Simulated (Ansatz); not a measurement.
## Electronic structure of C₃H₈AlCl (SMILES C[CH2][Al]([CH3])[Cl]) in real space

The calculation's input:

```
basis:
  gaussian:
    orbitals: def2-SVPD
crystal:
  periodic: [false, false, false]
  atoms:
    - {symbol: C, position_ang: [-1.593152, -0.491164, -0.935507]}
    - {symbol: C, position_ang: [-1.155417, 0.391869, 0.245097]}
    - {symbol: C, position_ang: [2.209711, -0.191797, -0.520716]}
    - {symbol: Al, position_ang: [0.775046, 0.621942, 0.528546]}
    - {symbol: Cl, position_ang: [1.349618, 1.857757, 2.167483]}
    - {symbol: H, position_ang: [-1.207232, -1.520711, -0.846251]}
    - {symbol: H, position_ang: [-1.230592, -0.098794, -1.900645]}
    - {symbol: H, position_ang: [-2.691386, -0.566300, -1.012786]}
    - {symbol: H, position_ang: [-1.593593, 1.404409, 0.152557]}
    - {symbol: H, position_ang: [-1.577277, 0.004688, 1.192821]}
    - {symbol: H, position_ang: [2.587506, -1.093997, -0.005524]}
    - {symbol: H, position_ang: [1.875418, -0.507573, -1.522863]}
    - {symbol: H, position_ang: [3.070495, 0.486925, -0.638480]}
output:
  forces: true
  orbitals: {seedname: orbitals}
hamiltonian:
  xc: {name: PBE0}
```

Command:

```sh
ansatz run input.yaml --threads 2 --pin off --max-ram 5220MiB --events-out events.jsonl --progress --plain --runs-dir runs
```

Geometry: B3LYP/def2-SVP.

Method: isolated molecule in a Gaussian basis; Kohn-Sham density functional theory, functional PBE0 in Ansatz 0.2.0.

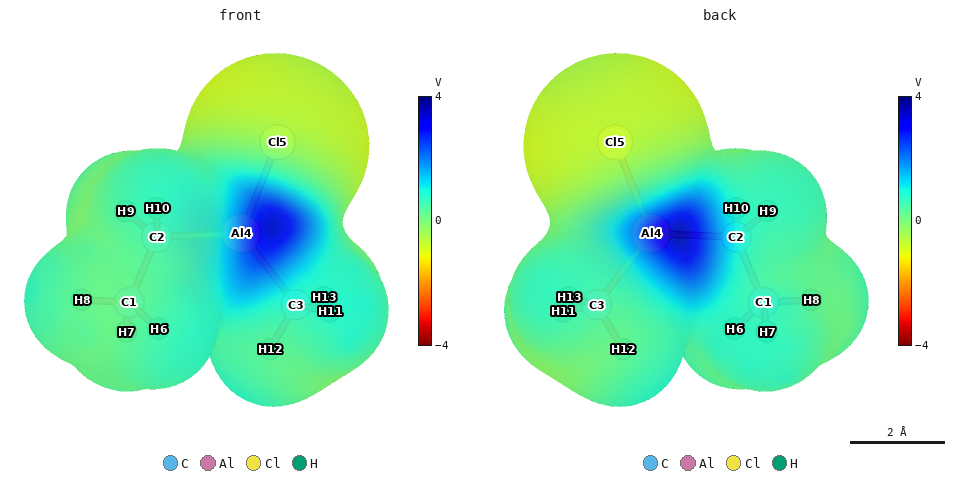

Figure 1. The molecular electrostatic potential painted on the density surface at 0.002 e/bohr³, seen from the front and from behind; the colour scale runs from red (negative) to blue (positive).

Where is the surface potential most negative and most positive?

Answer. The most negative region (about −0.8 V) lies over Cl5, the most positive (about +3.3 V) over Al4.

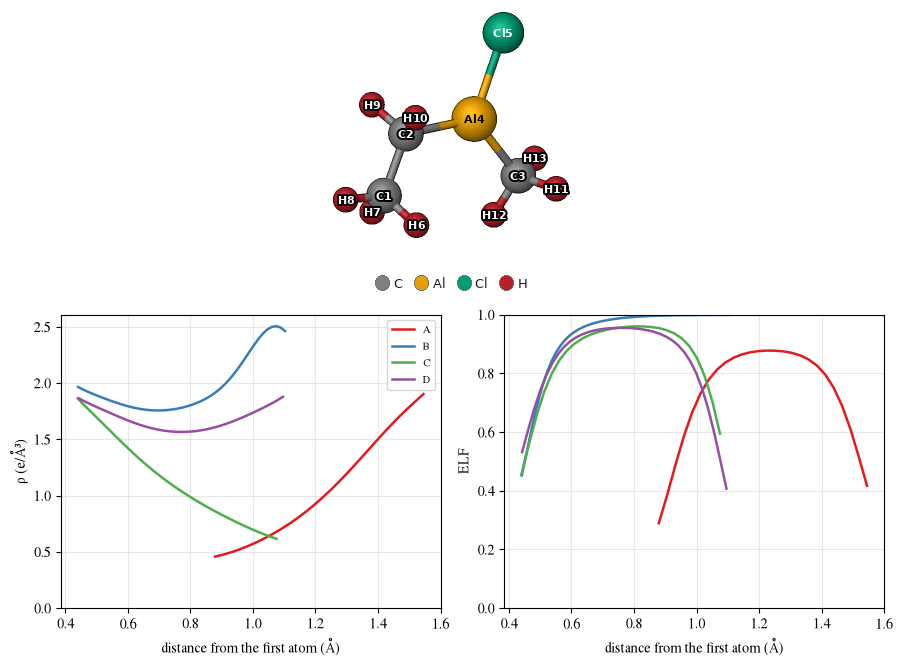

Figure 2. Total electron density and electron localisation function along straight lines between neighbouring atoms. The curves leave out the atomic cores. The structure is drawn too.

Which curve belongs to which contact (Al–Cl, C–Al, C–C and C–H)? The first atom named is at distance zero.

Answer. Curve A: Al–Cl (2.13 Å): ρ at the midpoint is about 0.66 e/Å³; the ELF peaks at about 0.90 in the valence shell of Cl, 0.9 Å from its nucleus, and is about 0.80 at the midpoint. Curve B: C–H (1.10 Å): ρ is about 1.8 e/Å³ halfway; the ELF climbs to about 1 towards the hydrogen, as it does in any bond to H; an ordinary covalent bond to hydrogen. Curve C: C–Al (1.95 Å): ρ at the midpoint is about 0.73 e/Å³; the ELF peaks at about 0.95 between the atoms: a polar covalent bond. Curve D: C–C (1.54 Å): the density is about 1.6 e/Å³ at the midpoint; the ELF peaks at about 0.95 between the atoms: a covalent bond.

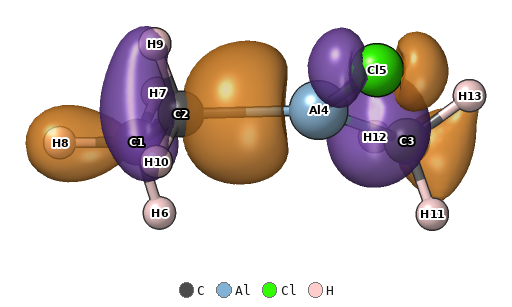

Figure 3. The HOMO at ±0.15 Å⁻³ᐟ² (orange and purple are the two phases), seen from one side.

Describe this orbital and give its energy.

Answer. It lies mainly on C2 (about 30 %), C3 (about 15 %), Al4 (about 15 %), Cl5 (about 10 %) and C1 (about 5 %). Its energy is −7.63 eV.
